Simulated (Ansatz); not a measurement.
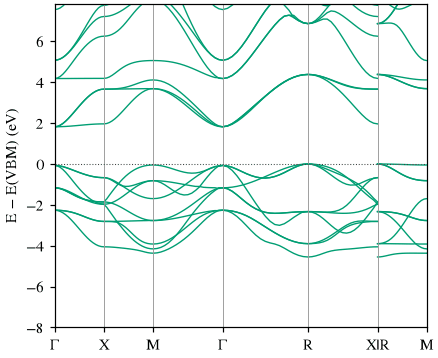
Band structure from the program Ansatz at the PBEsol level (PAW)

**Question.** Read off the gap and where the band edges lie.

**Answer.** About 1.8 eV (1.82 eV by a search for the band edges); maximum at R, minimum at Γ.

**Question.** Pick the material that matches.
(A) MgSnO3, cubic perovskite
(B) LaLuO3, cubic perovskite
(C) BaHfO3, cubic perovskite
(D) BaTiO3, cubic perovskite

**Answer.** D, BaTiO3, cubic perovskite

Space group Pm-3m (cubic perovskite). This is a known high-temperature phase of the composition, computed here at zero pressure and temperature. The cell was relaxed with PBEsol under the symmetry of its start; whether a distortion lowers the energy is not shown. The run is not spin-polarised. Scalar-relativistic: spin–orbit coupling is off unless named, which matters more the heavier the elements.

Potentials: the earlier of the program's two PAW sets. The files were generated under PBE; for other functionals the program regenerates the frozen cores, and for LDA and PBEsol the local potential too.
